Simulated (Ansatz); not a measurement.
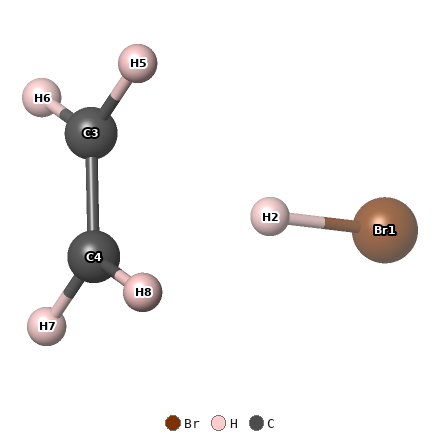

The system is the pair BrH···C₂H₄; the picture shows the reference structure. The first coordinate is: separation of C4 and Br1 along their line in the relaxed pair; the second: sideways slip of Br1, H2. Nothing is relaxed (both partners rigid). The grid has 9 × 9 points. Points are written as (first, second). Energies: cm⁻¹, counted from the two partners far apart, frozen as in the relaxed pair, each in its own basis (no counterpoise correction). All numbers below come from RKS PBE-D4/def2-SVPD (Ansatz 0.2.0).

Its coordinates:

| atom | x (Å) | y (Å) | z (Å) |
| --- | --- | --- | --- |
| Br | -0.0021 | 0.2076 | -2.9583 |
| H | -0.0025 | 0.1064 | -1.5058 |
| C | 0.4111 | 0.4792 | 0.7787 |
| C | -0.4097 | -0.5836 | 0.7044 |
| H | 1.5052 | 0.3636 | 0.7718 |
| H | 0.0201 | 1.5045 | 0.8569 |
| H | -1.5037 | -0.4686 | 0.7186 |
| H | -0.0184 | -1.6093 | 0.6336 |

Range: separation of C4 and Br1 along their line in the relaxed pair from 3.166 to 4.566 Å; sideways slip of Br1, H2 from −1.500 to 1.500 Å.

Q: Predict the map.

A: The lowest grid point is at (3.697 Å, 0.000 Å), −1545 cm⁻¹ from the two partners far apart, frozen as in the relaxed pair, each in its own basis (no counterpoise correction). No other kind of well shows on this grid. The highest grid point, (3.166 Å, 1.500 Å), lies 4342 cm⁻¹ above the lowest. Round the minimum the valley is somewhat tilted: raising the first coordinate shifts the best value of sideways slip of Br1, H2 upwards (coupling k₁₂/√(k₁₁k₂₂) about −0.4).

```csv
"second ↓, first →",3.166,3.242,3.367,3.521,3.697,3.891,4.102,4.327,4.566
1.500,2797,1804,659,−176,−656,−860,−887,−811,−689
1.125,2621,1567,372,−486,−956,−1124,−1099,−972,−807
0.750,2060,1072,−47,−834,−1243,−1354,−1275,−1101,−899
0.375,1315,461,−499,−1149,−1454,−1497,−1374,−1169,−945
0.000,554,−122,−867,−1348,−1545,−1528,−1376,−1161,−935
−0.375,−59,−542,−1067,−1395,−1504,−1447,−1286,−1080,−870
−0.750,−451,−769,−1109,−1308,−1351,−1274,−1124,−945,−767
−1.125,−622,−813,−1012,−1119,−1125,−1050,−927,−785,−645
−1.500,−625,−731,−841,−895,−886,−825,−732,−626,−523
```

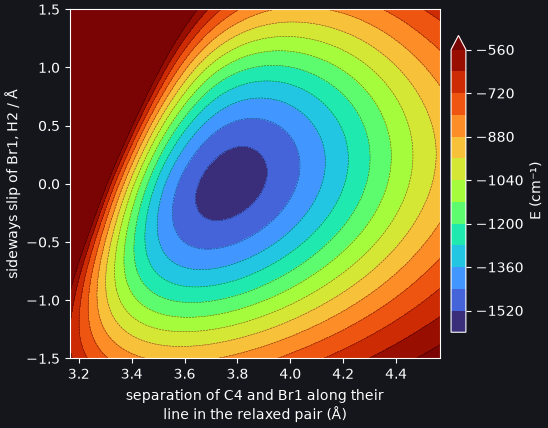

In the figure: filled contours, one colour for all values above the top of the scale. Between grid points the surface is interpolated.

Each point was launched as `ansatz run input.yaml --threads 1 --pin off --max-ram 2560MiB --backend cpu --events-out ev --progress --plain --runs-dir out`. The whole map (81 points run) took 17 min on 1 thread of Intel(R) Xeon(R) Processor @ 2.50GHz (Skylake/Cascade Lake), with other jobs on the host.
